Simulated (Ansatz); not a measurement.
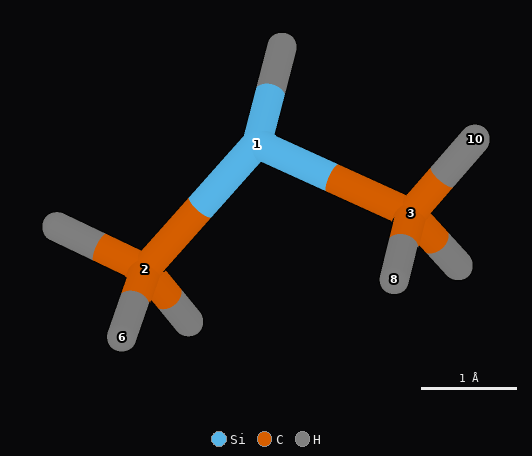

**Figure 1.** The structure (stick view, seen at a tilt; atoms are numbered from 1 in the order of the input). Bond lengths as drawn: C–H 1.09 to 1.10 Å, C–Si 1.88 Å and H–Si 1.49 Å.

## C2H7Si: single-point calculation

System: C2H7Si, multiplicity 2.
Method: UKS BLYP-D4/def2-TZVPP (Ansatz 0.2.0).

The geometry comes from this level: PBE0-D4/def2-TZVP.

**Input**
```yaml
crystal:
  periodic: [false, false, false]
  atoms:
    - {symbol: Si, position_ang: [-0.366095, -1.036312, -0.126311]}
    - {symbol: C, position_ang: [0.181508, -1.038060, -1.921631]}
    - {symbol: C, position_ang: [-1.989742, -0.124410, 0.109347]}
    - {symbol: H, position_ang: [-0.484304, -2.438550, 0.378203]}
    - {symbol: H, position_ang: [-0.573438, -1.517097, -2.554106]}
    - {symbol: H, position_ang: [0.329984, -0.019168, -2.286656]}
    - {symbol: H, position_ang: [1.120055, -1.582280, -2.044612]}
    - {symbol: H, position_ang: [-1.899859, 0.920720, -0.195729]}
    - {symbol: H, position_ang: [-2.781172, -0.584975, -0.491411]}
    - {symbol: H, position_ang: [-2.303191, -0.146419, 1.155053]}
basis:
  gaussian: {orbitals: def2-TZVPP}
magnetization: {spin_polarized: true, initial_magnetization: 1}
hamiltonian: {xc: {name: BLYP}, dispersion: d4}
```

Command:
```bash
ansatz run in.yaml --threads 4 --pin off --events-out ev --progress --plain --max-ram 66560MiB --backend cpu
```

**What the program printed**
```
Functional definition: BLYP
  name "BLYP"
  cite "Becke, Phys. Rev. A 38, 3098 (1988) doi:10.1103/PhysRevA.38.3098"
  cite "Lee, Yang & Parr, Phys. Rev. B 37, 785 (1988) doi:10.1103/PhysRevB.37.785"
  parameter beta = 0.0042
  parameter a = 0.04918
  parameter b = 0.132
  parameter c = 0.2533
  parameter d = 0.349
  exchange = b88_x(beta = beta)
  correlation = lyp_c(a = a, b = b, c = c, d = d)
1061 factors; their error is unknown
mean field evaluation 1: about -10046.8300 eV, gradient 6.3e1 eV
mean field evaluation 2: about -10016.8099 eV, gradient 8.8e1 eV
mean field evaluation 4: about -10064.4223 eV, gradient 4.3e0 eV
mean field evaluation 8: about -10064.5239 eV, gradient 5.9e-2 eV
mean field evaluation 16: about -10064.4913 eV, gradient 9.2e-5 eV
mean field -10064.49129860 eV, -369.8632332664 hartree, gradient 2.9e-5 eV, S^2 0.751493; 0 other end points of the search recorded, 0 dependent functions left out
reference -10064.49166523 eV, -369.8632467398 hartree; 17, 16 occupied and 185, 186 virtual orbitals, 1061 factors
Total energy: -10064.86295358 eV, -369.8768913350 hartree
```

**Summary**

| quantity | value |
| --- | --- |
| outcome | converged |
| total energy | −10064.8630 eV |
| mean-field energy | −10064.4917 eV |
| dispersion energy | −0.3713 eV |
| ⟨S²⟩ | 0.751 |
| SCF solution under orbital rotations | stable |
| hardware | 4 CPU threads, shared host |
| wall time | 1.5 s (CPU time 5 s) |
| peak memory | 0.89 GiB |
